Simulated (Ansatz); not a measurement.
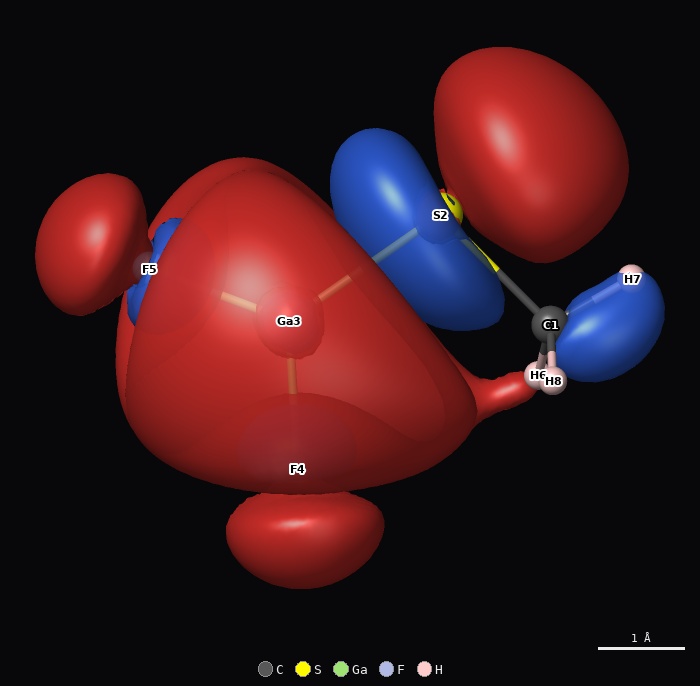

Figure 1: CH₃F₂GaS. The LUMO at ±0.05 Å⁻³ᐟ² (red and blue are the two phases), seen across its widest extent.

Geometry: PBE0-D4/def2-TZVP.

Level of theory: RKS PBE0-D4/def2-TZVPP in Ansatz 0.2.0.

Input

```
crystal:
  periodic: [false, false, false]
  atoms:
    - {symbol: C, position_ang: [-0.493918, -0.835999, 1.001404]}
    - {symbol: S, position_ang: [0.777904, 0.471511, 0.985806]}
    - {symbol: Ga, position_ang: [0.685090, 1.063497, -1.088010]}
    - {symbol: F, position_ang: [-0.409097, 0.286088, -2.202707]}
    - {symbol: F, position_ang: [1.661049, 2.315313, -1.795058]}
    - {symbol: H, position_ang: [-0.262081, -1.625938, 0.290951]}
    - {symbol: H, position_ang: [-0.477729, -1.246283, 2.010557]}
    - {symbol: H, position_ang: [-1.481219, -0.428189, 0.797056]}
basis:
  gaussian: {orbitals: def2-TZVPP}
hamiltonian: {xc: pbe0, dispersion: d4}
output: {orbitals: {seedname: orbitals}}
```

Command:

```sh
ansatz run in.yaml --threads 4 --pin off --events-out ev --progress --plain --max-ram 10444MiB
```

Describe this orbital and give its energy.

Answer. Its weight (Hirshfeld) is mainly on Ga3 (about 50 %), S2 (about 20 %), F4 (about 10 %) and F5 (about 10 %). Its energy is −1.45 eV.
